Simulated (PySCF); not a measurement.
# [CeCl4]−: other functionals and bases at one geometry

Aim: see how levels, charges and forces of [CeCl4]− depend on the level of theory. It is a constructed species; whether it can be made isn't addressed.

The runs use PySCF 2.14.0; several levels, as the steps say, no spin–orbit coupling.

4 further runs of the same task are left out: 2 for a known fault of the program, 2 that didn't finish. Runs told in other sessions of the task aren't counted.

## 1. Where the work starts

5 atoms, charge -1, spin multiplicity 1.

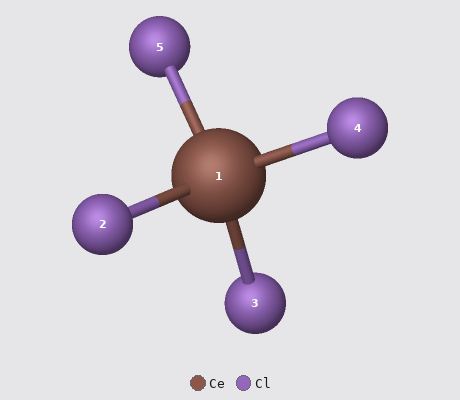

The geometry (cerium brown, chlorine purple); atoms are numbered from 1 in the order of the file.

Geometry (Å):

```csv
atom,x (Å),y (Å),z (Å)
Ce1,0.0000,0.0000,0.0000
Cl2,1.5341,1.5341,1.5341
Cl3,-1.5341,-1.5341,1.5341
Cl4,1.5341,-1.5341,-1.5341
Cl5,-1.5341,1.5341,-1.5341
```

Formal oxidation states: Ce +3. Each metal's 1 4f electrons lie in its core potential, so multiplicities, spins and levels count the valence alone. An earlier session relaxed this geometry at PBE, Ce lcecp-1-SVP with ECP47, Cl def2-SVP (singlet, point group Td).

At PBE on the finer grid: E = -1872.176737 Eh, HOMO -3.11 eV, LUMO 2.56 eV, Mulliken charge on Ce1 +0.61 e, largest force component 0.005 eV/Å. 

Levels to run: r2SCAN; M06-L; BLYP; HF; PBE, TZVP. Hardware: 2 threads of Arm Neoverse V1, shared host.

## 2. r2SCAN

Contents of run.py (the lines that set the calculation):

```python
mol = gto.M(atom='''
Ce     0.00000     0.00000     0.00000
Cl     1.53415     1.53415     1.53415
Cl    -1.53415    -1.53415     1.53415
Cl     1.53415    -1.53415    -1.53415
Cl    -1.53415     1.53415    -1.53415''',
    basis={'Ce': 'lcecp-1-SVP', 'Cl': 'def2-SVP'},
    ecp={'Ce': 'lcecp-1-SVP'},
    charge=-1, spin=0)
mf = dft.RKS(mol, xc='R2SCAN')
mf.grids.atom_grid = (75, 302)  # f atoms: unpruned, at least (60, 302)
mf = mf.density_fit()  # fitting sets: Ce AutoAux, Cl def2-universal-JKFIT
mf.conv_tol = 1e-08; mf.max_cycle = 55
mf.kernel(dm0)  # dm0: the density of the relaxed state
```

The run is started by

```bash
$ OMP_NUM_THREADS=2 python run.py
```

The log of the run:

```text
init E= -1872.82739323512
  HOMO = -0.130179930066864  LUMO = 0.107754355819973  gap/eV = 6.47452
cycle= 1 E= -1872.83005707599  delta_E= -0.00266  |g|= 0.0409  |ddm|= 0.287
  HOMO = -0.130189869603316  LUMO = 0.0925950739711257  gap/eV = 6.06229
cycle= 2 E= -1872.82879597029  delta_E= 0.00126  |g|= 0.0729  |ddm|= 0.172
  HOMO = -0.131353787899027  LUMO = 0.100310247384517  gap/eV = 6.30390
cycle= 3 E= -1872.83070313698  delta_E= -0.00191  |g|= 0.00333  |ddm|= 0.107
  HOMO = -0.1307797647971  LUMO = 0.101043288693773  gap/eV = 6.30823
cycle= 4 E= -1872.83070598572  delta_E= -2.85e-06  |g|= 0.000394  |ddm|= 0.00517
  HOMO = -0.130767198302951  LUMO = 0.101088888188036  gap/eV = 6.30913
cycle= 5 E= -1872.83070601774  delta_E= -3.2e-08  |g|= 0.000138  |ddm|= 0.000451
  HOMO = -0.130755520878024  LUMO = 0.101081509113201  gap/eV = 6.30861
cycle= 6 E= -1872.83070602384  delta_E= -6.1e-09  |g|= 6e-06  |ddm|= 0.000211
  HOMO = -0.130754521588329  LUMO = 0.101082349134839  gap/eV = 6.30860
Extra cycle  E= -1872.83070602384  delta_E= -5e-12  |g|= 5.52e-06  |ddm|= 1.29e-05
converged SCF energy = -1872.83070602384
```

It took 6.7 s on 2 threads of Arm Neoverse V1, shared host.

Read off: E = -1872.830706 Eh, HOMO -3.56 eV, LUMO 2.75 eV, Mulliken charge on Ce1 +0.82 e, largest force component 0.008 eV/Å. 

## 3. M06-L

Edit run.py (the lines that set the calculation) of step 2 so:

```diff
@@ -9,3 +9,3 @@
     charge=-1, spin=0)
-mf = dft.RKS(mol, xc='R2SCAN')
+mf = dft.RKS(mol, xc='M06L')
 mf.grids.atom_grid = (75, 302)  # f atoms: unpruned, at least (60, 302)
```

The run is started by

```bash
$ OMP_NUM_THREADS=2 python run.py
```

The log of the run:

```text
init E= -1872.93130900938
  HOMO = -0.133150100154175  LUMO = 0.111993027363706  gap/eV = 6.67068
cycle= 1 E= -1872.93942418019  delta_E= -0.00812  |g|= 0.113  |ddm|= 0.463
  HOMO = -0.1204602616466  LUMO = 0.0891861938839279  gap/eV = 5.70477
cycle= 2 E= -1872.93172480571  delta_E= 0.0077  |g|= 0.185  |ddm|= 0.415
  HOMO = -0.126363262441794  LUMO = 0.106255467340635  gap/eV = 6.32988
cycle= 3 E= -1872.94337265967  delta_E= -0.0116  |g|= 0.0109  |ddm|= 0.278
  HOMO = -0.126998452673982  LUMO = 0.104628450620478  gap/eV = 6.30289
cycle= 4 E= -1872.94341145149  delta_E= -3.88e-05  |g|= 0.00235  |ddm|= 0.0155
  HOMO = -0.126668581299496  LUMO = 0.10486326001113  gap/eV = 6.30030
cycle= 5 E= -1872.94341292275  delta_E= -1.47e-06  |g|= 0.000233  |ddm|= 0.00333
  HOMO = -0.126678960712427  LUMO = 0.104888479771555  gap/eV = 6.30127
cycle= 6 E= -1872.94341294062  delta_E= -1.79e-08  |g|= 4.96e-05  |ddm|= 0.000503
  HOMO = -0.126682914708911  LUMO = 0.104876770305081  gap/eV = 6.30106
cycle= 7 E= -1872.94341294167  delta_E= -1.04e-09  |g|= 5.05e-06  |ddm|= 0.000105
  HOMO = -0.126682125995758  LUMO = 0.104877521659356  gap/eV = 6.30106
Extra cycle  E= -1872.94341294166  delta_E= 4.55e-12  |g|= 5.15e-06  |ddm|= 1.17e-05
converged SCF energy = -1872.94341294166
```

Wall time 7.1 s (2 threads of Arm Neoverse V1, shared host).

Result: E = -1872.943413 Eh, HOMO -3.45 eV, LUMO 2.85 eV, Mulliken charge on Ce1 +1.09 e, largest force component 0.057 eV/Å. 

## 4. BLYP

Edit run.py (the lines that set the calculation) of step 3 so:

```diff
@@ -9,3 +9,3 @@
     charge=-1, spin=0)
-mf = dft.RKS(mol, xc='M06L')
+mf = dft.RKS(mol, xc='BLYP')
 mf.grids.atom_grid = (75, 302)  # f atoms: unpruned, at least (60, 302)
```

The run is started by

```bash
$ OMP_NUM_THREADS=2 python run.py
```

The log of the run:

```text
init E= -1872.8620005895
  HOMO = -0.106184751993095  LUMO = 0.0962352876393719  gap/eV = 5.50813
cycle= 1 E= -1872.8624250035  delta_E= -0.000424  |g|= 0.0316  |ddm|= 0.135
  HOMO = -0.101847288808155  LUMO = 0.0955338740777527  gap/eV = 5.37102
cycle= 2 E= -1872.86173551655  delta_E= 0.000689  |g|= 0.0553  |ddm|= 0.115
  HOMO = -0.104456897336488  LUMO = 0.0959259054150466  gap/eV = 5.45269
cycle= 3 E= -1872.86269502947  delta_E= -0.00096  |g|= 0.00653  |ddm|= 0.0831
  HOMO = -0.104809305450432  LUMO = 0.0956703871369539  gap/eV = 5.45533
cycle= 4 E= -1872.86271014416  delta_E= -1.51e-05  |g|= 0.000331  |ddm|= 0.0102
  HOMO = -0.10478829672873  LUMO = 0.0956841016579589  gap/eV = 5.45513
cycle= 5 E= -1872.86271017227  delta_E= -2.81e-08  |g|= 6.08e-05  |ddm|= 0.000423
  HOMO = -0.10478393449963  LUMO = 0.0956875602563611  gap/eV = 5.45511
cycle= 6 E= -1872.86271017394  delta_E= -1.67e-09  |g|= 2.31e-06  |ddm|= 0.000129
  HOMO = -0.10478390736104  LUMO = 0.0956873486597493  gap/eV = 5.45510
Extra cycle  E= -1872.86271017394  delta_E= 5e-12  |g|= 4.87e-06  |ddm|= 1.17e-05
converged SCF energy = -1872.86271017394
```

Wall time 5.1 s (2 threads of Arm Neoverse V1, shared host).

Result: E = -1872.862710 Eh, HOMO -2.85 eV, LUMO 2.60 eV, Mulliken charge on Ce1 +0.55 e, largest force component 0.123 eV/Å. 

## 5. HF

Edit run.py (the lines that set the calculation) of step 4 so:

```diff
@@ -9,4 +9,3 @@
     charge=-1, spin=0)
-mf = dft.RKS(mol, xc='BLYP')
-mf.grids.atom_grid = (75, 302)  # f atoms: unpruned, at least (60, 302)
+mf = scf.RHF(mol)
 mf = mf.density_fit()  # fitting sets: Ce AutoAux, Cl def2-universal-JKFIT
```

The run is started by

```bash
$ OMP_NUM_THREADS=2 python run.py
```

The log of the run:

```text
init E= -1869.64741930308
  HOMO = -0.280259675245877  LUMO = 0.177162655807084  gap/eV = 12.44710
cycle= 1 E= -1869.69203106932  delta_E= -0.0446  |g|= 0.0886  |ddm|= 0.647
  HOMO = -0.286712206723867  LUMO = 0.171790536572821  gap/eV = 12.47650
cycle= 2 E= -1869.69430468969  delta_E= -0.00227  |g|= 0.0264  |ddm|= 0.193
  HOMO = -0.288366437860292  LUMO = 0.173315356522224  gap/eV = 12.56300
cycle= 3 E= -1869.69460425706  delta_E= -0.0003  |g|= 0.0093  |ddm|= 0.0445
  HOMO = -0.288001798871044  LUMO = 0.173146483667765  gap/eV = 12.54848
cycle= 4 E= -1869.69463620902  delta_E= -3.2e-05  |g|= 0.00098  |ddm|= 0.0211
  HOMO = -0.288118551035492  LUMO = 0.173144126670447  gap/eV = 12.55160
cycle= 5 E= -1869.69463700412  delta_E= -7.95e-07  |g|= 0.000304  |ddm|= 0.00287
  HOMO = -0.288081358646928  LUMO = 0.173165794363015  gap/eV = 12.55117
cycle= 6 E= -1869.69463709006  delta_E= -8.59e-08  |g|= 6.74e-05  |ddm|= 0.000973
  HOMO = -0.288090384324353  LUMO = 0.173165857722861  gap/eV = 12.55142
cycle= 7 E= -1869.69463709386  delta_E= -3.8e-09  |g|= 1.06e-05  |ddm|= 0.000202
  HOMO = -0.288089694752624  LUMO = 0.173165700506146  gap/eV = 12.55140
Extra cycle  E= -1869.69463709395  delta_E= -8.64e-11  |g|= 4e-06  |ddm|= 2.36e-05
converged SCF energy = -1869.69463709395
```

It took 3.8 s on 2 threads of Arm Neoverse V1, shared host.

It gives: E = -1869.694637 Eh, HOMO -7.84 eV, LUMO 4.71 eV, Mulliken charge on Ce1 +1.24 e, largest force component 0.266 eV/Å. 

## 6. PBE, TZVP

Basis: Ce lcecp-1-TZVP with ECP47, Cl def2-TZVP. 

Contents of run.py (the lines that set the calculation):

```python
mol = gto.M(atom='''
Ce     0.00000     0.00000     0.00000
Cl     1.53415     1.53415     1.53415
Cl    -1.53415    -1.53415     1.53415
Cl     1.53415    -1.53415    -1.53415
Cl    -1.53415     1.53415    -1.53415''',
    basis={'Ce': 'lcecp-1-TZVP', 'Cl': 'def2-TZVP'},
    ecp={'Ce': 'lcecp-1-TZVP'},
    charge=-1, spin=0)
mf = dft.RKS(mol, xc='PBE')
mf.grids.atom_grid = (75, 302)  # f atoms: unpruned, at least (60, 302)
mf = mf.density_fit()  # fitting sets: Ce AutoAux, Cl def2-universal-JKFIT
mf.conv_tol = 1e-08; mf.max_cycle = 55
mf.kernel(dm0)  # dm0: free metal ions and neutral atoms
```

The run is started by

```bash
$ OMP_NUM_THREADS=2 python run.py
```

The log of the run:

```text
init E= -1902.91659332639
  HOMO = -0.053036556593451  LUMO = 0.0958028142980122  gap/eV = 4.05013
cycle= 1 E= -1872.08048479688  delta_E= 30.8  |g|=    3  |ddm|= 2.68
  HOMO = -0.274879190202378  LUMO = 0.0879001004656175  gap/eV = 9.87173
cycle= 2 E= -1871.63570245555  delta_E= 0.445  |g|=  2.6  |ddm|= 3.37
  HOMO = -0.105106419594526  LUMO = 0.0455602551159797  gap/eV = 4.09985
cycle= 3 E= -1872.54517891332  delta_E= -0.909  |g|= 0.94  |ddm|= 2.78
  HOMO = -0.116758838405462  LUMO = 0.0973152458257368  gap/eV = 5.82525
cycle= 4 E= -1872.79729774396  delta_E= -0.252  |g|= 0.187  |ddm|= 1.08
  HOMO = -0.132855157220188  LUMO = 0.0771408569558444  gap/eV = 5.71428
cycle= 5 E= -1872.80950001534  delta_E= -0.0122  |g|= 0.0656  |ddm|= 0.338
  HOMO = -0.125962949297846  LUMO = 0.0849060470314523  gap/eV = 5.73804
cycle= 6 E= -1872.81074848699  delta_E= -0.00125  |g|= 0.0134  |ddm|= 0.0695
  HOMO = -0.126106162116576  LUMO = 0.0864091091772804  gap/eV = 5.78284
cycle= 7 E= -1872.81080636872  delta_E= -5.79e-05  |g|= 0.00109  |ddm|= 0.0201
  HOMO = -0.126206245116164  LUMO = 0.0863581357906221  gap/eV = 5.78417
cycle= 8 E= -1872.81080669794  delta_E= -3.29e-07  |g|= 0.000179  |ddm|= 0.00179
  HOMO = -0.12621009898919  LUMO = 0.0863493171809033  gap/eV = 5.78404
cycle= 9 E= -1872.81080670811  delta_E= -1.02e-08  |g|= 6.08e-06  |ddm|= 0.000199
  HOMO = -0.126209706951737  LUMO = 0.086349275397449  gap/eV = 5.78402
cycle= 10 E= -1872.81080670812  delta_E= -4.55e-12  |g|= 2.89e-07  |ddm|= 7.24e-06
  HOMO = -0.126209714012413  LUMO = 0.0863491879529929  gap/eV = 5.78402
Extra cycle  E= -1872.81080670812  delta_E= -3.18e-12  |g|= 3.89e-07  |ddm|= 7.28e-07
converged SCF energy = -1872.81080670812
```

It took 15 s on 2 threads of Arm Neoverse V1, shared host.

It gives: E = -1872.810807 Eh, HOMO -3.43 eV, LUMO 2.35 eV, Mulliken charge on Ce1 +1.20 e, largest force component 0.019 eV/Å. 

## 7. Results

| level | state | HOMO (eV) | gap (eV) | charge on Ce1 (e) | dipole (D) | largest force component (eV/Å) | basis functions | time |
| --- | --- | --- | --- | --- | --- | --- | --- | --- |
| PBE (relaxed here) | singlet | -3.11 | 5.67 | 0.61 | 0.00 | 0.01 | 105 | 10 s |
| r2SCAN | singlet | -3.56 | 6.31 | 0.82 | 0.00 | 0.01 | 105 | 6.7 s |
| M06-L | singlet | -3.45 | 6.30 | 1.09 | 0.00 | 0.06 | 105 | 7.1 s |
| BLYP | singlet | -2.85 | 5.46 | 0.55 | 0.00 | 0.12 | 105 | 5.1 s |
| HF | singlet | -7.84 | 12.55 | 1.24 | 0.00 | 0.27 | 105 | 3.8 s |
| PBE, TZVP | singlet | -3.43 | 5.78 | 1.20 | 0.00 | 0.02 | 195 | 15 s |

Times are on 2 threads of Arm Neoverse V1, shared host; the first row also made further properties. The dipole of a charged species depends on the origin, so these sizes hold for this origin alone.

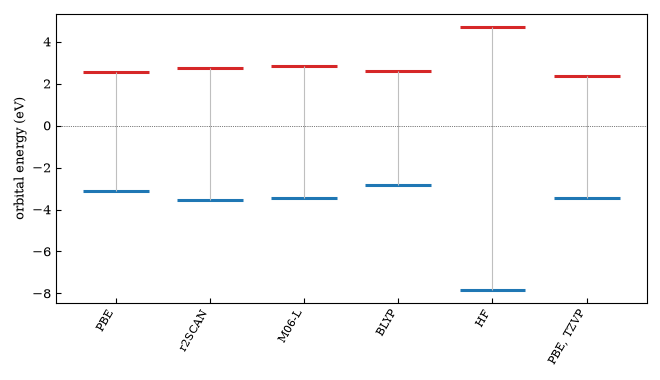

Highest filled and lowest empty level, method by method.

In one basis the HOMO–LUMO gap runs from 5.46 eV (BLYP) to 12.55 eV (HF). The largest leftover force, 0.27 eV/Å with HF, stands at a geometry relaxed at another level. The Mulliken charge on Ce spans +0.55 to +1.24 e over the levels. With 4f in the core, its levels are missing from HOMO and gap, and its count is fixed, so no charge can pass from the ligands into it. Total energies of different levels can't be compared. Spin–orbit coupling is left out throughout.
